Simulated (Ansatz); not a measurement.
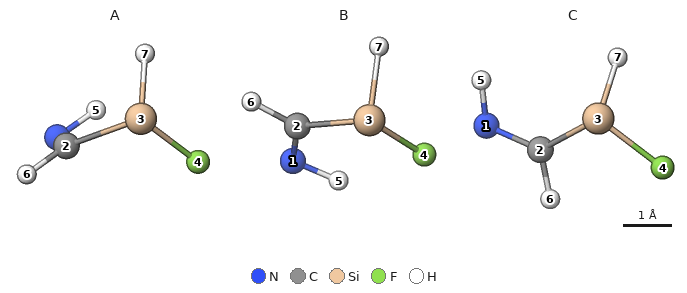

3 geometries from a converged minimum-energy path of CH$_{3}$FNSi (charge −1), shuffled. Style: ball-and-stick. Shown at a tilt.

The calculation used RKS revPBE-D4/6-31G* in Ansatz. Run with 7 movable images; climbing image; force threshold 0.05 eV/Å; iteration limit 60; starting path by image-dependent pair potential.

Question: Which of them lies highest in energy?

Answer: A. In order along the path, whose images run from 0 to 8: C (image 0, 0.0 kJ/mol), A (image 5, +23.0 kJ/mol), B (image 8, −12.1 kJ/mol). The motion is a rotation about the C2–Si3 bond by about 175°. No bond forms or breaks between the ends. Among the angles between lasting bonds that change up to the highest image: C2–Si3–H7 92.9° → 89.2°, C2–Si3–F4 99.3° → 96.3°.

Limits of the set-up: the basis has no diffuse functions, which an anion needs.

The run took about 110 core-seconds on a shared host.
